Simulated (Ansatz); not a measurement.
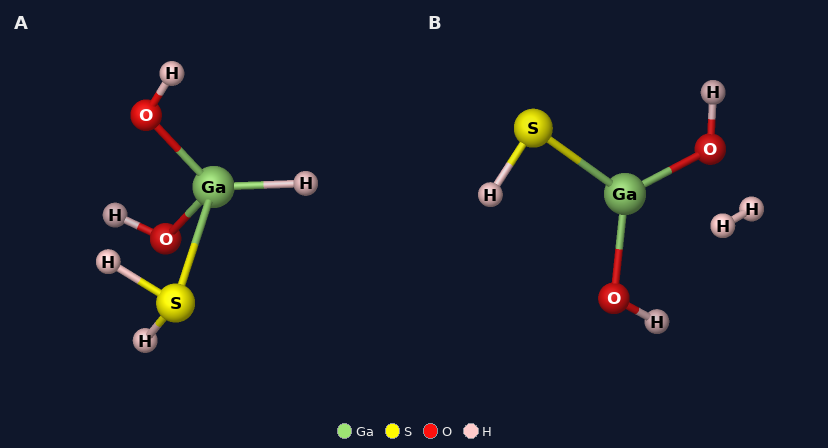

2 stationary structures of one formula. Geometries: PBE0-D4/def2-TZVP. Electronic energies: B3LYP-D4/def2-TZVPP (Ansatz 0.2.0), without zero-point energy. Each is one conformer, not always the lowest.

> Which structure is the most stable?

B is lowest (a minimum); A lies 0.311 eV above it (a minimum).
